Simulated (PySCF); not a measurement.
## Geometry relaxation of CH₁₁N₃OSi₃ (part 1 of 2)

CH₁₁N₃OSi₃, computed with PBE0-D3(BJ)/def2-SVP geometry optimisation, gas phase (PySCF 2.14.0).

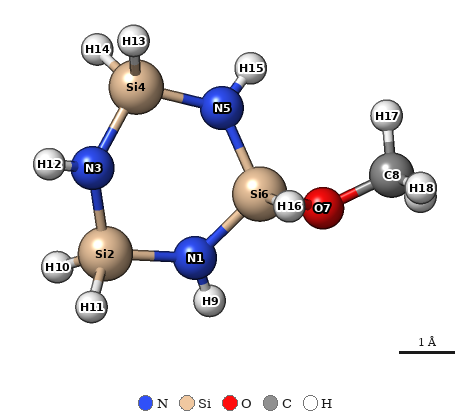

The starting structure (ball-and-stick view, seen at a tilt; atoms are numbered from 1 in the order of the input).

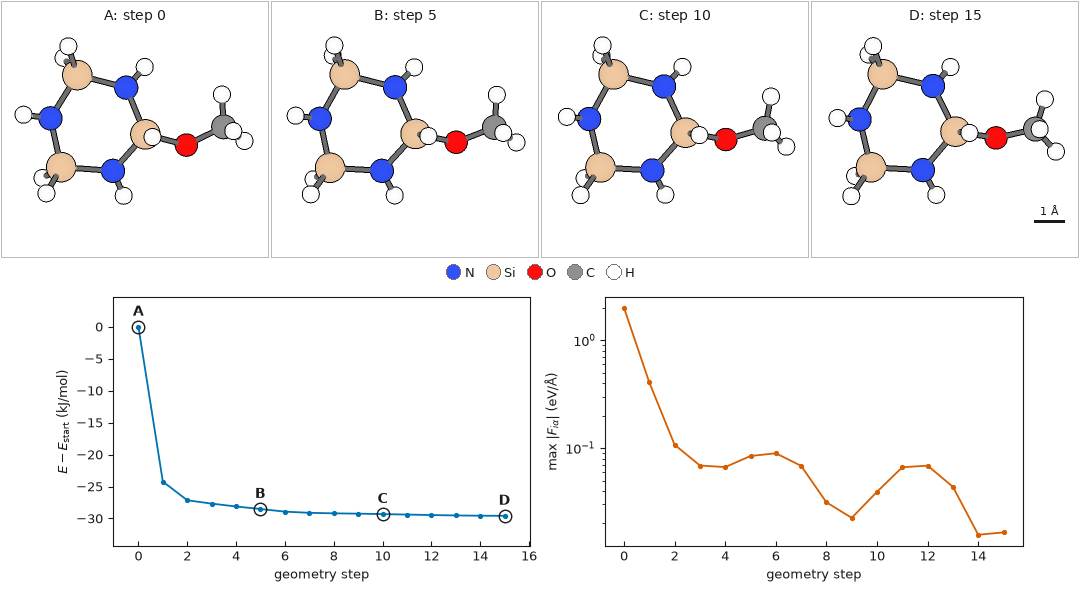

Frames of the relaxation (ball-and-stick view, seen at a tilt) above the curves, on which the letters mark them (steps are counted from 0).

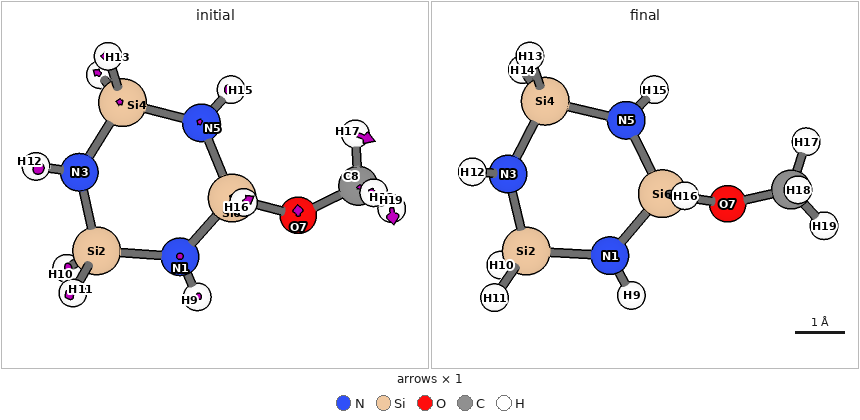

Before (left) and after (right) the relaxation, at one scale (ball-and-stick view, seen at a tilt). The pink arrows give the displacements, at true length. Over 15 geometry steps the energy falls by 29.6 kJ/mol. The largest force component goes from 2 to 0.017 eV/Å. The atom that moves furthest after the best rigid fit is H17 (0.49 Å). Largest moves by element: H 0.49 Å, O 0.29 Å, Si 0.16 Å, N 0.14 Å, C 0.10 Å. Among the contacts that change: Si4–N5 1.689 → 1.734 Å, N1–H9 0.976 → 1.017 Å, Si2–H10 1.465 → 1.498 Å, N3–H12 0.986 → 1.015 Å. Among the angles that change: N1–Si6–O7 101.5° → 106.7°, Si6–N1–H9 119.7° → 114.6°, N3–Si4–H14 110.9° → 115.3°. (Atoms are counted from 1 in the order of the input.)

The input that produced these results follows, with the program's output.

**Input**
```
{"job": {"xc": "PBE0", "basis": "def2-SVP", "d3": "d3bj", "grid": 2, "kind": "geom", "shake": 0.01}, "charge": 0, "multiplicity": 1}
N     -0.100696    -1.096970     1.133216
Si    -1.825946    -1.032627     1.376065
N     -2.450018     0.246095     0.377972
Si    -1.800728     0.824766    -1.130427
N     -0.120504     0.662509    -1.066380
Si     0.762202     0.169004     0.333601
O      2.176849    -0.577155    -0.026510
C      3.302342     0.047206    -0.575451
H      0.391760    -1.826516     1.553753
H     -2.371504    -2.345480     1.024520
H     -2.176090    -0.672250     2.770115
H     -3.358004     0.545213     0.618804
H     -2.261388     2.243633    -1.241041
H     -2.339780     0.046782    -2.269882
H      0.376485     0.806481    -1.915323
H      1.001930     1.343471     1.207225
H      3.068226     0.482229    -1.553310
H      3.635304     0.848175     0.087602
H      4.068639    -0.716753    -0.676343
```

The first line tells a small driver script what to run in PySCF; the rest is the geometry in Å.

Launch command:
```bash
OMP_NUM_THREADS=1 python <driver script> task.json out
```

**Output**
```
step   0  E = -1151.71397609  max force = 0.038876
step   1  E = -1151.72320281  max force = 0.007905
step   2  E = -1151.72431614  max force = 0.002087
step   3  E = -1151.72451661  max force = 0.001340
step   4  E = -1151.72468789  max force = 0.001296
step   5  E = -1151.72483919  max force = 0.001642
step   6  E = -1151.72499400  max force = 0.001741
step   7  E = -1151.72506558  max force = 0.001331
step   8  E = -1151.72509601  max force = 0.000610
step   9  E = -1151.72511464  max force = 0.000437
step  10  E = -1151.72514140  max force = 0.000764
step  11  E = -1151.72516903  max force = 0.001290
step  12  E = -1151.72519797  max force = 0.001336
step  13  E = -1151.72522150  max force = 0.000851
step  14  E = -1151.72523658  max force = 0.000306
step  15  E = -1151.72524445  max force = 0.000321
optimisation converged
```

**Trajectory as extended XYZ (Å, eV, eV/Å), 16 frames, from step=0 to step=15**
```
19
Properties=species:S:1:pos:R:3:forces:R:3 step=0 energy=-31339.73359
N    -0.1007   -1.0970    1.1332   -1.7993   1.9991  -0.8983
Si   -1.8259   -1.0326    1.3761    0.5511   0.3178  -0.0421
N    -2.4500    0.2461    0.3780    1.7612  -0.6304  -0.3946
Si   -1.8007    0.8248   -1.1304   -1.4682   0.2523   0.2273
N    -0.1205    0.6625   -1.0664    0.5336  -0.2059   0.7743
Si    0.7622    0.1690    0.3336   -0.3215  -0.5158   0.5957
O     2.1768   -0.5772   -0.0265    0.4130  -0.1074  -0.3130
C     3.3023    0.0472   -0.5755   -0.7308  -0.1688   0.3327
H     0.3918   -1.8265    1.5537    1.1827  -1.4646   0.7707
H    -2.3715   -2.3455    1.0245   -0.3295  -0.6088   0.0388
H    -2.1761   -0.6723    2.7701   -0.2349  -0.1113   0.3151
H    -3.3580    0.5452    0.6188   -1.3032   0.6402   0.3722
H    -2.2614    2.2436   -1.2410   -0.0661   0.0497  -0.1787
H    -2.3398    0.0468   -2.2699   -0.0774  -0.0223  -0.4187
H     0.3765    0.8065   -1.9153    0.5891   0.0891  -0.8544
H     1.0019    1.3435    1.2072    0.1723   0.1557   0.0757
H     3.0682    0.4822   -1.5533    0.1692   0.0925  -0.3765
H     3.6353    0.8482    0.0876    0.4455   0.3215   0.1308
H     4.0686   -0.7167   -0.6763    0.5130  -0.0827  -0.1570
19
Properties=species:S:1:pos:R:3:forces:R:3 step=1 energy=-31339.98466
N    -0.1855   -1.0561    1.1629    0.2657  -0.2881   0.1673
Si   -1.9038   -1.1128    1.3607   -0.0486   0.1078  -0.0783
N    -2.4627    0.1670    0.3201   -0.4065   0.0361   0.0485
Si   -1.8717    0.7417   -1.2131   -0.1050  -0.0593  -0.0165
N    -0.1549    0.5815   -1.0990    0.2491   0.0873  -0.1650
Si    0.7544    0.1148    0.3062   -0.0626   0.1742  -0.0202
O     2.1956   -0.5983   -0.1316   -0.2753  -0.0779   0.0277
C     3.3210    0.0562   -0.6350    0.0814   0.0128  -0.0504
H     0.3569   -1.8079    1.5792    0.0578  -0.0297   0.0174
H    -2.4465   -2.4797    1.0525    0.1381   0.0337  -0.1054
H    -2.3979   -0.8418    2.7561    0.0665   0.1228  -0.1101
H    -3.3315    0.6004    0.6266    0.0760   0.0265  -0.0249
H    -2.3703    2.1452   -1.4013    0.0126  -0.0195   0.1184
H    -2.3610    0.0032   -2.4288    0.0424  -0.0477   0.0965
H     0.3735    0.7098   -1.9589    0.0154  -0.0256   0.0623
H     1.1087    1.2994    1.1519    0.0017  -0.0494  -0.0551
H     3.1432    0.4850   -1.6422    0.0038  -0.0270   0.0774
H     3.6695    0.8759    0.0233   -0.0552  -0.0335  -0.0112
H     4.1441   -0.6724   -0.7308   -0.0573   0.0565   0.0215
19
Properties=species:S:1:pos:R:3:forces:R:3 step=2 energy=-31340.01495
N    -0.1593   -1.0687    1.1670   -0.0064   0.0103   0.0360
Si   -1.8826   -1.0982    1.3418   -0.0807  -0.0782   0.1007
N    -2.4760    0.1823    0.3229   -0.0370  -0.0964  -0.0054
Si   -1.8754    0.7389   -1.2095   -0.0829   0.0627  -0.1073
N    -0.1533    0.5874   -1.1089    0.0083   0.0723   0.0142
Si    0.7444    0.1218    0.3024    0.0602   0.0130   0.0096
O     2.1702   -0.6079   -0.1364   -0.0437  -0.1017  -0.0479
C     3.3021    0.0458   -0.6242    0.0358   0.0359   0.0313
H     0.3885   -1.8202    1.5796   -0.0242   0.0385  -0.0426
H    -2.4010   -2.4659    1.0118    0.0396   0.0020  -0.0620
H    -2.3724   -0.8146    2.7299    0.0064   0.0506  -0.0057
H    -3.3413    0.6173    0.6329    0.0829   0.0217   0.0232
H    -2.3805    2.1393   -1.3848    0.0138   0.0112   0.0278
H    -2.3647   -0.0203   -2.4075    0.0186  -0.0341   0.0238
H     0.3782    0.7091   -1.9666    0.0084  -0.0384   0.0291
H     1.1072    1.3028    1.1423   -0.0082   0.0196  -0.0205
H     3.1348    0.4845   -1.6262    0.0036  -0.0043  -0.0031
H     3.6378    0.8582    0.0473    0.0059   0.0098  -0.0087
H     4.1246   -0.6804   -0.7151   -0.0004   0.0054   0.0075
19
Properties=species:S:1:pos:R:3:forces:R:3 step=3 energy=-31340.02041
N    -0.1588   -1.0577    1.1664   -0.0108   0.0382   0.0504
Si   -1.8815   -1.1014    1.3423   -0.0158  -0.0330   0.0213
N    -2.4781    0.1747    0.3213   -0.0303  -0.0621  -0.0445
Si   -1.8834    0.7428   -1.2106   -0.0159   0.0004  -0.0228
N    -0.1587    0.5969   -1.1118   -0.0274   0.0689   0.0219
Si    0.7437    0.1299    0.2961   -0.0070  -0.0187   0.0198
O     2.1620   -0.6139   -0.1434    0.0024  -0.0514  -0.0622
C     3.3028    0.0366   -0.6177    0.0203   0.0276   0.0351
H     0.3933   -1.8072    1.5745    0.0068   0.0007  -0.0239
H    -2.3796   -2.4727    0.9985    0.0101  -0.0015  -0.0148
H    -2.3744   -0.8091    2.7267   -0.0082   0.0077   0.0013
H    -3.3370    0.6137    0.6390    0.0294   0.0478   0.0356
H    -2.3926    2.1432   -1.3731    0.0062   0.0001   0.0068
H    -2.3693   -0.0232   -2.4043    0.0096  -0.0076  -0.0024
H     0.3730    0.7120   -1.9695    0.0129  -0.0280  -0.0059
H     1.1130    1.3144    1.1275    0.0093   0.0139  -0.0096
H     3.1483    0.4779   -1.6203    0.0001  -0.0046  -0.0103
H     3.6352    0.8466    0.0581    0.0009   0.0079  -0.0022
H     4.1231   -0.6925   -0.7010    0.0075  -0.0063   0.0064
19
Properties=species:S:1:pos:R:3:forces:R:3 step=4 energy=-31340.02507
N    -0.1583   -1.0436    1.1670   -0.0129   0.0574   0.0573
Si   -1.8813   -1.1047    1.3417    0.0392   0.0263  -0.0540
N    -2.4852    0.1671    0.3194   -0.0303  -0.0347  -0.0623
Si   -1.8960    0.7456   -1.2121    0.0438  -0.0415   0.0528
N    -0.1690    0.6086   -1.1160   -0.0287   0.0420   0.0174
Si    0.7426    0.1369    0.2848   -0.0382  -0.0321   0.0168
O     2.1518   -0.6231   -0.1615    0.0177   0.0150  -0.0666
C     3.3067    0.0261   -0.6066    0.0039   0.0029   0.0314
H     0.4001   -1.7930    1.5651    0.0189  -0.0274  -0.0056
H    -2.3564   -2.4802    0.9846   -0.0150  -0.0030   0.0249
H    -2.3805   -0.8059    2.7221   -0.0143  -0.0320   0.0048
H    -3.3289    0.6221    0.6538    0.0088   0.0478   0.0341
H    -2.4078    2.1460   -1.3603   -0.0117  -0.0042  -0.0160
H    -2.3768   -0.0249   -2.4043   -0.0006   0.0148  -0.0161
H     0.3618    0.7099   -1.9760    0.0038  -0.0183  -0.0220
H     1.1291    1.3257    1.1026    0.0168  -0.0031   0.0031
H     3.1762    0.4725   -1.6105   -0.0005  -0.0074  -0.0052
H     3.6276    0.8318    0.0799   -0.0068   0.0027  -0.0005
H     4.1255   -0.7062   -0.6747    0.0062  -0.0053   0.0057
19
Properties=species:S:1:pos:R:3:forces:R:3 step=5 energy=-31340.02919
N    -0.1575   -1.0280    1.1686   -0.0067   0.0546   0.0522
Si   -1.8809   -1.1055    1.3386    0.0591   0.0552  -0.0844
N    -2.4946    0.1623    0.3170   -0.0264  -0.0150  -0.0537
Si   -1.9098    0.7477   -1.2137    0.0668  -0.0449   0.0787
N    -0.1813    0.6207   -1.1214   -0.0129   0.0111   0.0106
Si    0.7410    0.1427    0.2707   -0.0313  -0.0344   0.0070
O     2.1399   -0.6321   -0.1885    0.0092   0.0617  -0.0581
C     3.3121    0.0153   -0.5923   -0.0053  -0.0188   0.0244
H     0.4067   -1.7804    1.5527    0.0137  -0.0345   0.0063
H    -2.3368   -2.4849    0.9730   -0.0276  -0.0041   0.0387
H    -2.3877   -0.8084    2.7163   -0.0132  -0.0471   0.0072
H    -3.3153    0.6412    0.6739   -0.0005   0.0345   0.0254
H    -2.4266    2.1469   -1.3530   -0.0210  -0.0081  -0.0258
H    -2.3854   -0.0247   -2.4062   -0.0067   0.0224  -0.0190
H     0.3463    0.7028   -1.9856   -0.0059  -0.0101  -0.0239
H     1.1523    1.3323    1.0756    0.0122  -0.0135   0.0122
H     3.2149    0.4675   -1.5973    0.0000  -0.0079  -0.0014
H     3.6142    0.8158    0.1086   -0.0078   0.0010  -0.0017
H     4.1296   -0.7205   -0.6384    0.0043  -0.0021   0.0053
19
Properties=species:S:1:pos:R:3:forces:R:3 step=6 energy=-31340.03340
N    -0.1562   -1.0083    1.1716    0.0034   0.0319   0.0279
Si   -1.8802   -1.1035    1.3316    0.0426   0.0470  -0.0642
N    -2.5076    0.1607    0.3138   -0.0109   0.0028  -0.0231
Si   -1.9253    0.7504   -1.2154    0.0496  -0.0202   0.0561
N    -0.1959    0.6354   -1.1275    0.0094  -0.0188   0.0016
Si    0.7390    0.1496    0.2537    0.0038  -0.0297  -0.0039
O     2.1251   -0.6384   -0.2267   -0.0094   0.0895  -0.0351
C     3.3203    0.0016   -0.5734   -0.0076  -0.0361   0.0114
H     0.4119   -1.7675    1.5372   -0.0013  -0.0241   0.0153
H    -2.3197   -2.4863    0.9597   -0.0250  -0.0019   0.0272
H    -2.3971   -0.8189    2.7081   -0.0048  -0.0374   0.0061
H    -3.2946    0.6723    0.7001   -0.0067   0.0106   0.0097
H    -2.4523    2.1459   -1.3519   -0.0177  -0.0080  -0.0214
H    -2.3947   -0.0225   -2.4099   -0.0074   0.0160  -0.0118
H     0.3256    0.6905   -1.9980   -0.0117  -0.0015  -0.0158
H     1.1820    1.3356    1.0475   -0.0020  -0.0153   0.0158
H     3.2715    0.4571   -1.5802   -0.0003  -0.0070   0.0017
H     3.5957    0.7978    0.1432   -0.0064   0.0006  -0.0027
H     4.1335   -0.7405   -0.5846    0.0025   0.0015   0.0051
```
